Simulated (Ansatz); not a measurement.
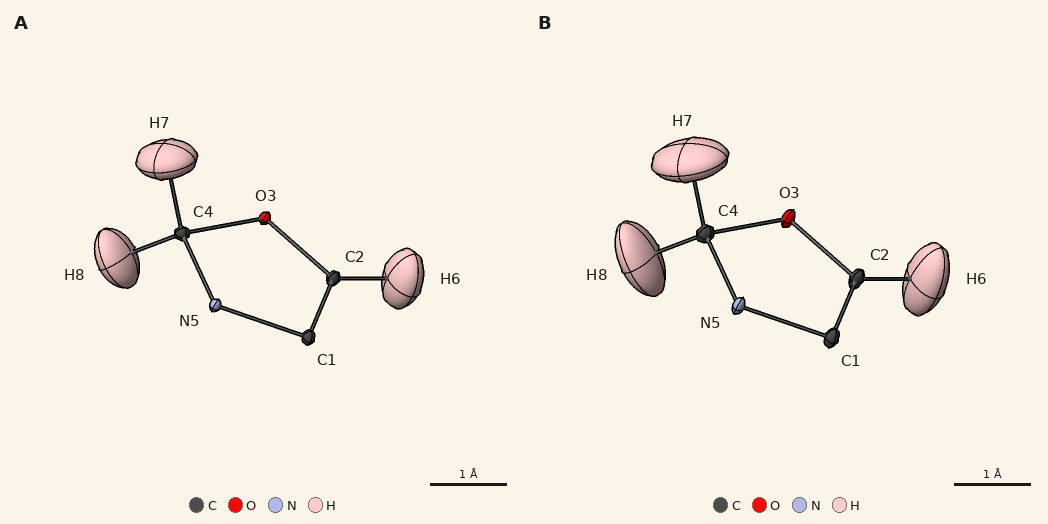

Displacement ellipsoids at the 50 % level, scaled by 2, from the internal vibrations of the free molecule (harmonic, no overall translation or rotation; no half-axis is drawn under 0.075 Å). Vibrations computed with RKS PBE0-D4/def2-TZVP (Ansatz 0.2.0). One panel is for 100 K, the other for 600 K.

Which panel is for 600 K?

Answer. B.

How much does the mean-square displacement of H8 grow, and why?

Answer. U_eq goes from 0.0131 to 0.0185 Å², a factor of 1.4. Modes below kT (417 cm⁻¹ at 600 K) grow about in proportion to T, and the lowest lies at 357 cm⁻¹; the mean-square amplitude of a mode is its zero-point value times coth(ħω/2kT), which comes close to 1 only above about 3kT.
